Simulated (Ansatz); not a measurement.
**BLYP/6-31G(d) (spherical functions) run of C2H7BO2 (SMILES COB(C)O)**

What is the electronic atomisation energy of C2H7BO2 at BLYP/6-31G* (spherical functions)? 

Program for the calculation: Ansatz 0.2.0.

43 further runs of the same task are left out: 43 set aside as unsound or not needed. Runs told in other sessions of the task aren't counted.

## 1. The system as given

The species is C2H7BO2 (12 atoms), meant as a singlet with charge 0. SMILES: `COB(C)O`. Geometry: relaxed at PBE0-D4/def2-TZVP. This is one conformer, not always the lowest.

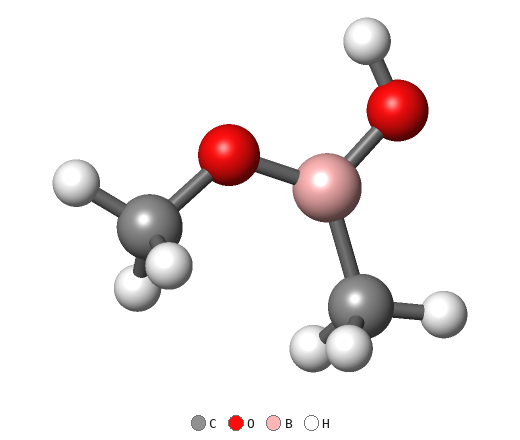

The structure, seen from a chosen angle (carbon grey, oxygen red, boron pink, hydrogen white).

## 2. A single-point energy at BLYP/6-31G(d) (spherical functions)

in.yaml

```yaml
crystal:
  periodic: [false, false, false]
  atoms:
    - {symbol: C, position_ang: [-0.385800, 1.104700, 1.227500]}
    - {symbol: O, position_ang: [-0.288300, 1.094500, -0.177300]}
    - {symbol: B, position_ang: [0.078500, -0.027600, -0.868600]}
    - {symbol: C, position_ang: [0.403800, -1.405400, -0.192200]}
    - {symbol: O, position_ang: [0.151500, 0.090300, -2.225400]}
    - {symbol: H, position_ang: [0.601000, 1.027300, 1.694500]}
    - {symbol: H, position_ang: [-1.011800, 0.286800, 1.596500]}
    - {symbol: H, position_ang: [-0.837700, 2.051400, 1.525200]}
    - {symbol: H, position_ang: [-0.473600, -1.805200, 0.327000]}
    - {symbol: H, position_ang: [0.726300, -2.144900, -0.925200]}
    - {symbol: H, position_ang: [1.187500, -1.307000, 0.565300]}
    - {symbol: H, position_ang: [-0.074500, 0.980100, -2.513200]}
basis:
  gaussian:
    orbitals: 6-31G_st_-spherical.json
output: {orbitals: {seedname: orbitals}}
accuracy: high
hamiltonian:
  xc: {name: BLYP}
```

The basis set 6-31G* is read from a file made from the Basis Set Exchange's data (not shown).

On the command line:

```
$ ansatz run in.yaml --threads 1 --pin off --max-ram 2610MiB --events-out events.jsonl --progress --plain --runs-dir runs
```

Log:

```text
Warning: RAYON_NUM_THREADS=1 ignored (pool sized by the plan → 1); use --threads N
Functional definition: BLYP
  name "BLYP"
  parameter beta = 0.0042
  parameter a = 0.04918
  parameter b = 0.132
  parameter c = 0.2533
  parameter d = 0.349
  exchange = b88_x(beta = beta)
  correlation = lyp_c(a = a, b = b, c = c, d = d)
2076 factors; integrals over basis functions are off by at most 3.4e-9 eV
mean field evaluation 1: about -6945.1288 eV, gradient 8.1e1 eV
mean field evaluation 2: about -6924.6654 eV, gradient 1.3e2 eV
mean field evaluation 4: about -6958.3585 eV, gradient 5.9e0 eV
mean field evaluation 8: about -6958.4234 eV, gradient 9.3e-2 eV
mean field evaluation 16: about -6958.4235 eV, gradient 9.0e-6 eV
mean field -6958.42345047 eV, -255.7173452159 hartree, gradient 2.7e-8 eV, S^2 0.000000; 0 other end points of the search recorded, 0 dependent functions left out
reference -6958.42350006 eV, -255.7173470385 hartree; 20, 20 occupied and 64, 64 virtual orbitals, 2076 factors
Total energy: -6958.42350006 eV, -255.7173470385 hartree
```

Wall time 8.4 s (1 thread of Arm Neoverse V1, shared host); peak memory 0.22 GiB.

## 3. The B atom

in.yaml

```yaml
crystal:
  periodic: [false, false, false]
  atoms:
    - {symbol: B, position_ang: [0.000000, 0.000000, 0.000000]}
basis:
  gaussian:
    orbitals: 6-31G_st_-spherical.json
magnetization:
  spin_polarized: true
  initial_magnetization: 1
hamiltonian:
  xc: {name: BLYP}
accuracy: high
```

The basis set 6-31G* is read from a file made from the Basis Set Exchange's data (not shown).

Run the same way, it converges to -24.64054 Eh (log not shown).

## 4. The C atom at the same level

run.yaml

```yaml
crystal:
  periodic: [false, false, false]
  atoms:
    - {symbol: C, position_ang: [0.000000, 0.000000, 0.000000]}
basis:
  gaussian: {orbitals: 6-31G_st_-spherical.json}
magnetization: {spin_polarized: true, initial_magnetization: 2}
hamiltonian: {xc: {name: BLYP}}
accuracy: high
```

The basis set 6-31G* is read from a file made from the Basis Set Exchange's data (not shown).

On the command line:

```
$ ansatz run run.yaml --threads 1 --pin off --max-ram 2610MiB --events-out events.jsonl --progress --plain --runs-dir runs
```

Log (excerpt; [...] marks lines left out):

```text
Warning: RAYON_NUM_THREADS=1 ignored (pool sized by the plan → 1); use --threads N
[... 9 set-up lines as earlier in the session ...]
96 factors; integrals over basis functions are off by at most 1.1e-9 eV
mean field evaluation 1: about -1029.2624 eV, gradient 4.8e0 eV
mean field evaluation 2: about -1029.3622 eV, gradient 2.5e0 eV
mean field evaluation 4: about -1029.4064 eV, gradient 2.1e-1 eV
mean field evaluation 8: about -1029.4065 eV, gradient 2.8e-5 eV
mean field evaluation 16: about -1029.4064 eV, gradient 5.1e-2 eV
mean field evaluation 32: about -1029.4065 eV, gradient 1.2e-5 eV
mean field -1029.40646192 eV, -37.8299897187 hartree, gradient 1.1e-8 eV, S^2 2.001644; 8 other end points of the search recorded, 0 dependent functions left out
reference -1029.40648613 eV, -37.8299906085 hartree; 4, 2 occupied and 10, 12 virtual orbitals, 96 factors
Total energy: -1029.40648613 eV, -37.8299906085 hartree
```

Wall time 0.93 s (1 thread of Arm Neoverse V1, shared host).

## 5. The H atom

molecule.yaml

```yaml
crystal:
  periodic: [false, false, false]
  atoms:
    - {symbol: H, position_ang: [0.000000, 0.000000, 0.000000]}
basis:
  gaussian: {orbitals: "6-31G*"}
hamiltonian: {xc: {name: BLYP}}
accuracy: high
magnetization: {spin_polarized: true, initial_magnetization: 1}
```

On the command line:

```
$ ansatz run molecule.yaml --threads 1 --pin off --max-ram 2610MiB --events-out events.jsonl --progress --plain --runs-dir runs
```

Log (excerpt; [...] marks lines left out):

```text
Warning: RAYON_NUM_THREADS=1 ignored (pool sized by the plan → 1); use --threads N
[... 9 set-up lines as earlier in the session ...]
3 factors; integrals over basis functions are off by at most 5.4e-10 eV
mean field evaluation 1: about -13.4819 eV, gradient 3.0e-1 eV
mean field evaluation 2: about -13.4827 eV, gradient 2.5e-2 eV
mean field evaluation 4: about -13.4818 eV, gradient 4.7e-6 eV
mean field evaluation 8: about -13.4818 eV, gradient 4.2e-8 eV
mean field -13.48175429 eV, -0.4954453319 hartree, gradient 4.2e-8 eV, S^2 0.750000; 0 other end points of the search recorded, 0 dependent functions left out
reference -13.48177882 eV, -0.4954462333 hartree; 1, 0 occupied and 1, 2 virtual orbitals, 3 factors
Total energy: -13.48177882 eV, -0.4954462333 hartree
```

Wall time 0.1 s (1 thread of Arm Neoverse V1, shared host).

## 6. The O atom

job.yaml

```yaml
crystal:
  periodic: [false, false, false]
  atoms:
    - {symbol: O, position_ang: [0.000000, 0.000000, 0.000000]}
basis:
  gaussian:
    orbitals: 6-31G_st_-spherical.json
total_charge: 0
magnetization:
  spin_polarized: true
  initial_magnetization: 2
hamiltonian:
  xc: {name: BLYP}
accuracy: high
```

The basis set 6-31G* is read from a file made from the Basis Set Exchange's data (not shown).

Run the same way, it converges to -75.04555 Eh (log not shown).

## 7. Results

Level: BLYP/6-31G* (spherical functions).

```
                     quantity          value
       molecule: total energy  -255.71735 Eh
        molecule: HOMO energy       -6.29 eV
        molecule: LUMO energy        1.11 eV
      molecule: HOMO–LUMO gap        7.40 eV
         B atom: total energy   -24.64054 Eh
                 B atom: ⟨S²⟩          0.751
         C atom: total energy   -37.82999 Eh
                 C atom: ⟨S²⟩          2.002
         H atom: total energy    -0.49545 Eh
                 H atom: ⟨S²⟩          0.750
         O atom: total energy   -75.04555 Eh
                 O atom: ⟨S²⟩          2.002
electronic atomisation energy      50.548 eV
```

In words: Taking the molecule apart into free atoms costs 50.55 eV (4877 kJ/mol), before zero-point energy and without spin-orbit coupling.
